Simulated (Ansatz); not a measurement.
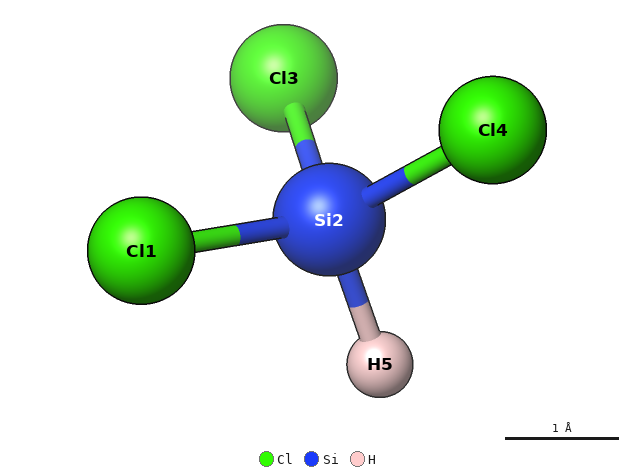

Figure made from data computed with Ansatz.

Orthographic view. Depth is shown by fading: the farther an atom, the more it takes the colour of the background. The species has charge +1 and is a spin doublet. Geometry: the geometry of the neutral molecule.

Write a Z-matrix (Å, degrees) in the order of the atom numbers, with these reference atoms: 2 to 1; 3 to 2, 1; 4 to 2, 3, 1; 5 to 2, 3, 1.

```
Cl 
Si   1   2.030
Cl   2   2.030   1   109.5
Cl   2   2.030   3   109.5   1  -120.1
H    2   1.469   3   109.4   1   120.0
```
